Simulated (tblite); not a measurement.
**Run report: C$_{4}$H$_{10}$O$_{2}$Si, nudged elastic band**

System: C$_{4}$H$_{10}$O$_{2}$Si.
Method: GFN2-xTB climbing-image nudged elastic band, gas phase (tblite 0.8.0).

The run did not end well.

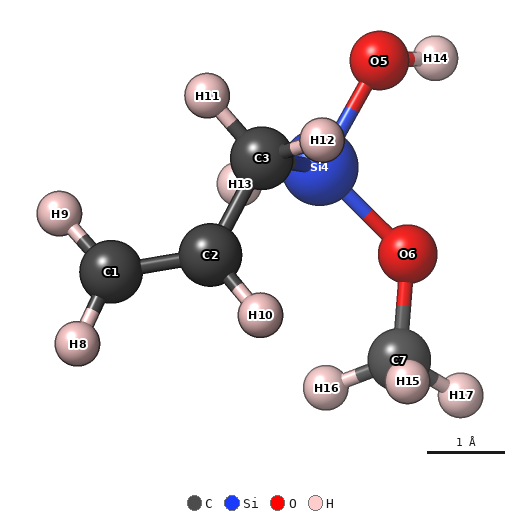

*The structure (ball-and-stick view, seen at a tilt; atoms are numbered from 1 in the order of the input).*

Bond lengths as drawn: C–C 1.32 to 1.49 Å, C–H 1.08 to 1.09 Å, C–O 1.40 Å, C–Si 1.91 Å, H–O 0.95 Å, H–Si 1.47 Å and O–Si 1.62 to 1.63 Å.

### Input file
```
{"job": {"xc": "GFN2-xTB", "basis": "xTB", "kind": "neb"}, "charge": 0, "multiplicity": 1}
C     -1.909458    -1.830935     0.184201
C     -1.127786    -0.974992     0.818407
C     -1.194883     0.504080     0.673605
Si     0.121526     1.159083    -0.545055
O     -0.000810     2.774016    -0.517950
O      1.664220     0.866536    -0.110127
C      2.306097    -0.360044     0.068044
H     -1.810311    -2.896484     0.304274
H     -2.688519    -1.494264    -0.479786
H     -0.351448    -1.345983     1.476504
H     -2.180765     0.796262     0.314984
H     -1.045468     0.976504     1.645889
H     -0.113989     0.619670    -1.886809
H      0.756803     3.308662    -0.741341
H      2.119208    -0.743331     1.073775
H      1.962058    -1.099184    -0.657688
H      3.378163    -0.201015    -0.058650
```

The first line tells a small driver script what to run in tblite; the rest is the geometry in Å.

Run on 1 CPU thread, shared host.

Run as:
```bash
OMP_NUM_THREADS=1 python <driver script> task.json out
```

### The program's output
```
image   E - E0 / eV
  0       0.0000
  1       0.0630
  2       0.1002
  3       0.5873
  4       0.1284
  5       0.0266
  6      -0.0078
```

### Outcome

```tsv
quantity	value
outcome	not converged
forward barrier	0.587 eV
wall time	6.7 s
peak memory	0.2 GiB
```

### Diagnosis

The run did not converge. At least one of its steps failed, so the values that rest on that step are not results.
